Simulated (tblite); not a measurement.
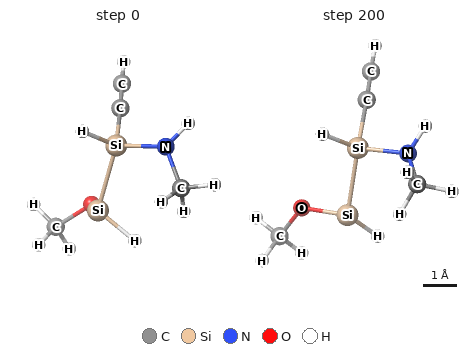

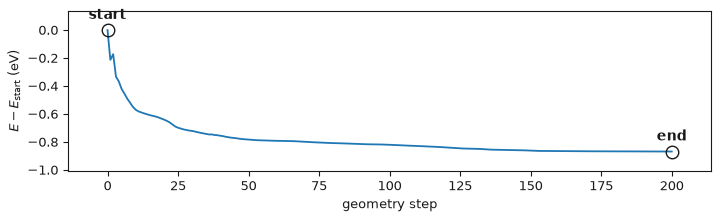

First and last geometry of a relaxation of C4H10NOSi2 (multiplicity 2), with the history of the run. The picture is a ball-and-stick view, seen from a free direction.

Theory: GFN2-xTB geometry optimisation, gas phase in tblite 0.8.0. 

**Read the history and describe the run.**

It converged. After 200 geometry steps the energy has fallen by 0.869 eV. The largest moves after the best rigid fit, 1.60 Å, are those of H atoms. Largest moves by element: H 1.60 Å, O 0.96 Å, Si 0.58 Å, C 0.57 Å, N 0.53 Å. Among the contacts that change: O–Si 1.733 → 1.640 Å, N–Si 1.778 → 1.729 Å, Si–Si 2.230 → 2.278 Å, C–Si 1.816 → 1.857 Å. Among the angles between lasting bonds that change: Si–O–C 112.7° → 129.3°, Si–Si–H 109.4° → 124.2°, C–Si–Si 108.0° → 121.1°. Groups turn about C–O by about 75°, Si–Si by about 55°, O–Si by about 55°.
